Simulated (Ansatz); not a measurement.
Input file:

```
crystal:
  periodic: [false, false, false]
  atoms:
    - { symbol: B, position_ang: [0.0, 0.0, 0.0] }
    - { symbol: "N", position_ang: [0.0, 0.0, 1.9] }
    - { symbol: H, position_ang: [-0.877, -0.2713, 2.43] }
    - { symbol: H, position_ang: [0.877, 0.2713, 2.43] }
    - { symbol: "N", position_ang: [1.3423, 0.0, -0.775] }
    - { symbol: H, position_ang: [1.8089, -0.9179, -1.0268] }
    - { symbol: H, position_ang: [1.7937, 0.9179, -1.0532] }
    - { symbol: C, position_ang: [-1.3856, 0.0, -0.8] }
    - { symbol: H, position_ang: [-1.9458, -0.9305, -0.5708] }
    - { symbol: H, position_ang: [-1.9898, 0.8797, -0.4946] }
    - { symbol: H, position_ang: [-1.1839, 0.0508, -1.8903] }
    - { symbol: P, position_ang: [0.0924, -2.0952, 0.6969] }
    - { symbol: H, position_ang: [-0.6759, -2.9172, -0.1694] }
    - { symbol: H, position_ang: [1.442, -2.5368, 0.6936] }
    - { symbol: H, position_ang: [0.0502, -1.1397, 1.7636] }
basis:
  gaussian: { orbitals: def2-SVP }
hamiltonian:
  xc: pbe
  dispersion: d4
relax:
  f_tol: 0.15
  max_steps: 25
  restrain:
    - { distance: [0, 11], at: 3.11, k: 30.0 }
    - { distance: [14, 1], at: 2.26, k: 30.0 }
    - { distance: [0, 1], at: 1.55, k: 30.0 }
    - { distance: [14, 11], at: 1.42, k: 30.0 }
output:
  orbitals: {}
```

Run with:

```sh
ansatz run input.yaml --threads 4 --pin off --max-ram 5120MiB --backend cpu --events-out ev --progress --plain --runs-dir out
```

The fields are those of the run's last geometry, not of the input's.

Not at a stationary point (largest force 1.9 eV/Å).

Theory: RKS PBE-D4/def2-SVP in Ansatz.

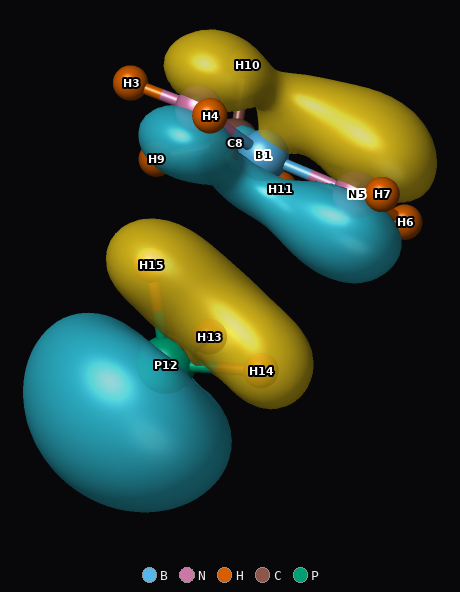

CH7BN2···PH3. The HOMO−1 at ±0.08 Å⁻³ᐟ² (yellow and cyan are the two phases), seen at an oblique angle.

> What is the character of this orbital?

Its weight (Hirshfeld) is mainly on P12 (about 60 %) and N5 (about 15 %). Its energy is −5.62 eV.
